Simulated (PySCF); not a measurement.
## Electronic structure of C₃H₁₀N₂O₂Si₃ in real space

```xyz
20

O     4.7007    0.3178   -1.2152
C     4.3112   -0.1295   -0.1653
N     3.0223   -0.1051    0.2009
Si    1.8722    0.6134   -0.9073
O     0.5041    0.5054   -0.0576
Si   -1.1149    0.6835   -0.0749
C    -2.0244   -0.5691   -1.1390
C    -2.9062   -1.3316   -0.4946
Si   -3.0416   -1.0248    1.3578
N    -1.7630    0.1468    1.4320
H     4.9935   -0.5933    0.5715
H     2.7552   -0.4960    1.0902
H     2.1916    2.0188   -1.1164
H     1.7793   -0.1945   -2.1160
H    -1.3773    2.0882   -0.3830
H    -1.8641   -0.6672   -2.2053
H    -3.4914   -2.0820   -1.0112
H    -4.3281   -0.4300    1.7404
H    -2.7313   -2.1933    2.1883
H    -1.4929    0.5696    2.3015
```

Geometry: GFN2-xTB.

The calculation used PySCF 2.14.0, PBE0/pcSseg-1, SCF density, gas phase, non-relativistic.

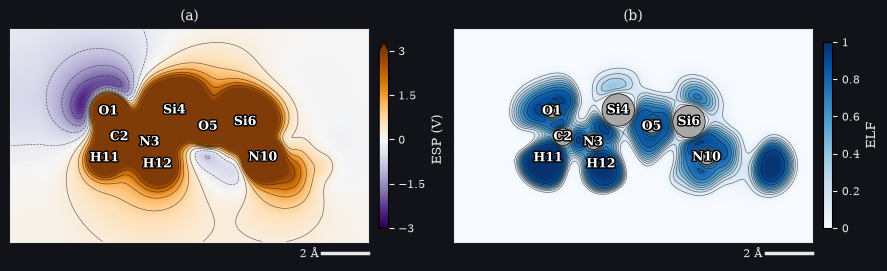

Figure 1. (a) molecular electrostatic potential; (b) electron localisation function on the plane of atoms N3, Si4 and O5. Grey discs cover the atomic cores in the ELF map.

Q: What do the fields say about this system?

A:
- The plane passes through O, C, N, Si and H nuclei.
- C–O (1.21 Å): the ELF peaks at about 0.85 between the atoms (a multiple bond).
- C–N (1.34 Å): the ELF peaks at about 0.90 between the atoms: a covalent bond.
- Si–O (1.61 Å): the ELF peaks at about 0.85 between the atoms (a polar covalent bond).
- Si–N (1.73 Å): the ELF peaks at about 0.90 between the atoms (a shared but strongly polarised pair).
- N–H (1.01 Å): the ELF climbs to about 1 towards the hydrogen, as it does in any bond to H; an ordinary covalent bond to hydrogen.
- The ELF also peaks beside O5 and O1, away from the bonds: lone-pair regions.
- Outside the dense part of the molecule the potential is most negative (−2.4 V) near O1.

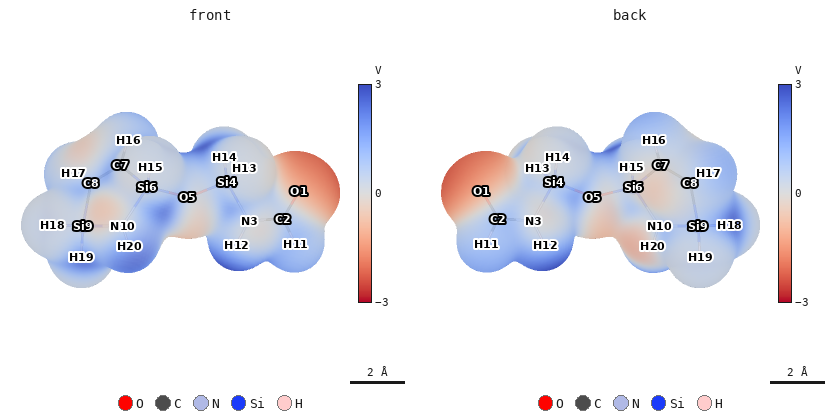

Figure 2. The molecular electrostatic potential painted on the density surface at 0.004 e/bohr³, seen from the front and from behind; red is negative and blue positive.

Q: Describe the electrostatic potential map.

A: The most negative region (about −2.2 V) lies over O1, the most positive (about +2.7 V) over Si4 and H12. O1 is the likeliest acceptor of a hydrogen bond.

Q: How polar is the molecule by this calculation?

A: Its dipole moment is 3.70 D.
